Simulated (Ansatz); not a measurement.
## Electronic structure of F₃HOTi (SMILES [OH][Ti]([F])([F])[F]) in real space

```yaml
atoms:
  - { symbol: O, position_ang: [-0.8500, 0.5541, 0.8600] }
  - { symbol: Ti, position_ang: [0.3471, -0.2227, -0.1727] }
  - { symbol: F, position_ang: [1.6210, -0.8847, 0.8269] }
  - { symbol: F, position_ang: [-0.4097, -1.4955, -1.1053] }
  - { symbol: F, position_ang: [1.0082, 0.9445, -1.2967] }
  - { symbol: H, position_ang: [-1.6745, 1.0404, 0.8417] }
```

Geometry: PBE0-D4/def2-TZVP.

Theory: Ansatz, RKS PBE0-D4/def2-TZVPP.

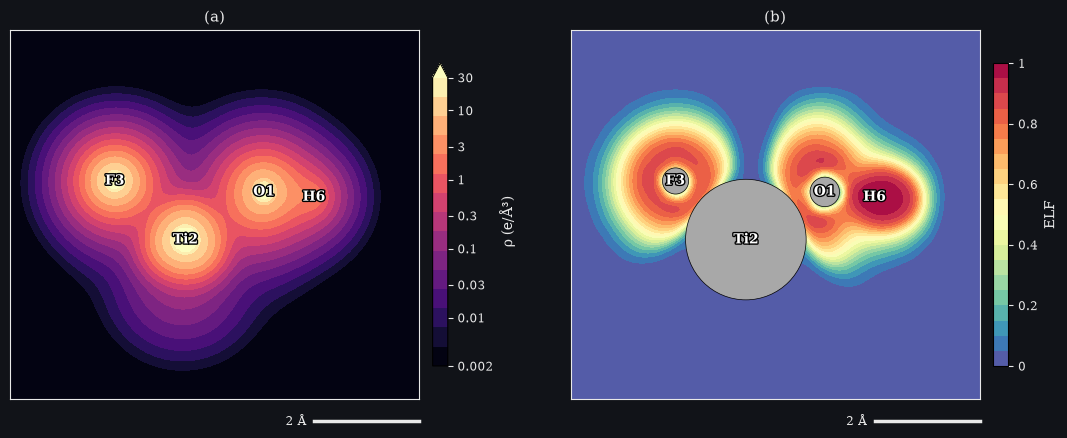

Figure 1. (a) total electron density; (b) ELF on the plane of atoms Ti2, O1 and H6. Grey discs cover the atomic cores in the ELF map.

Q: What do the fields say about this system?

A: The plane passes through O, Ti, F and H nuclei. Ti–F (1.75 Å): ρ at the midpoint is about 1.1 e/Å³; the ELF peaks at about 0.80 in the valence shell of F, 0.5 Å from its nucleus, and drops to about 0.20 between the two atoms. Ti–O (1.76 Å): ρ is about 1.1 e/Å³ halfway; the ELF peaks at about 0.80 in the valence shell of O, 0.5 Å from its nucleus, and drops to about 0.25 between the two atoms. O–H (0.96 Å): the density is about 3.8 e/Å³ at the midpoint; the ELF climbs to about 1 towards the hydrogen, as it does in any bond to H; an ordinary covalent bond to hydrogen.

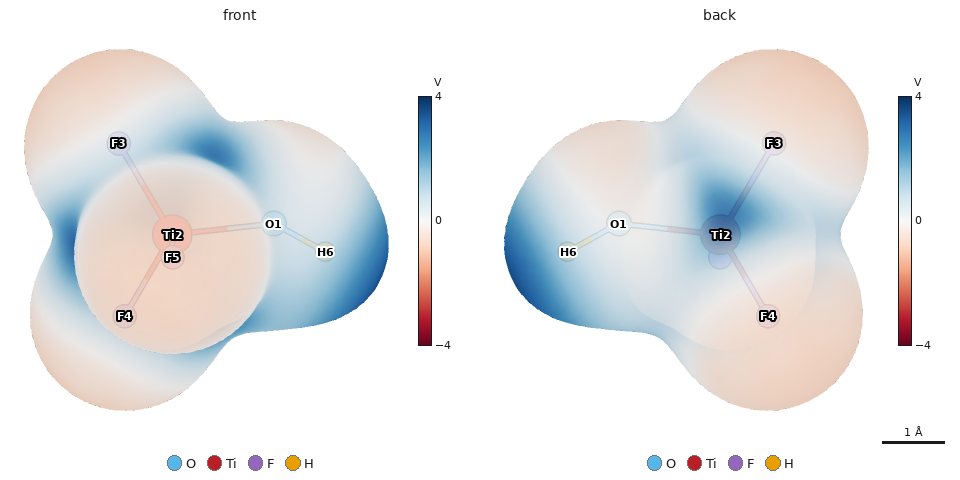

Figure 2. The electrostatic potential painted on the density surface at 0.002 e/bohr³, seen from the front and from behind; the colour scale runs from red (negative) to blue (positive).

Q: Which sites attract a positive test charge, and which a negative one?

A: A positive charge is drawn to the negative regions and a negative charge to the positive ones. The most negative region (about −0.8 V, or −18 kcal/mol for a unit charge) lies over F3 and F4, the most positive (about +3.4 V, or +78 kcal/mol for a unit charge) over H6.

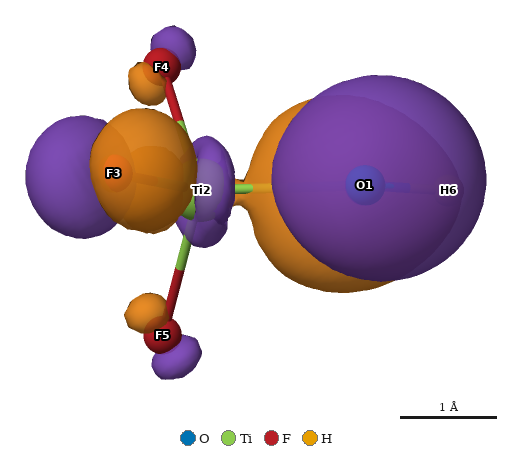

Figure 3. The HOMO−1 at ±0.1 Å⁻³ᐟ² (orange and purple are the two phases), seen from one side.

Q: Describe this orbital and give its energy.

A: Its weight (Hirshfeld) is mainly on O1 (about 70 %), Ti2 (about 10 %) and F3 (about 10 %); largely a lone pair of O1. Its energy is −10.77 eV.
